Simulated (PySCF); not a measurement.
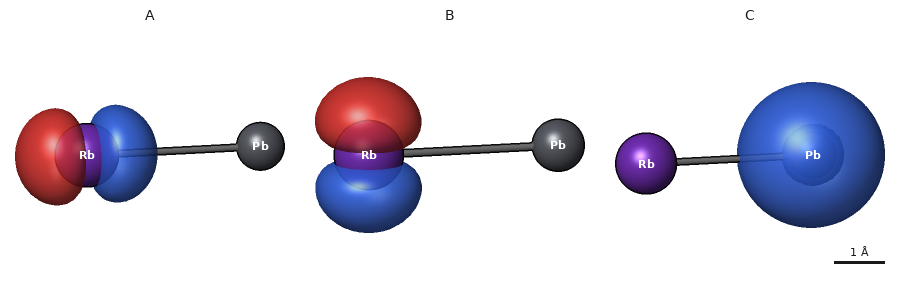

Figure 1: RbPb (quartet). Three frontier β-spin orbitals, each drawn at the value that holds 80 % of its norm (blue and red are the two phases), in no order; of a degenerate pair one member is drawn.

Core potentials replace the inner electrons of Rb and Pb.

Theory: PBE0/def2-SVPD, non-relativistic Hamiltonian with scalar-relativistic core potentials where named, at a bond length of 3.496 Å (PySCF).

Q: Name the orbitals and rank them from lowest to highest energy.

A: Orbital B: π, occupied in this spin, −18.45 eV; almost wholly on Rb.
Orbital A: σ, occupied in this spin, −18.37 eV; almost wholly on Rb.
Orbital C: σ, occupied in this spin, −10.23 eV; almost wholly on Pb.
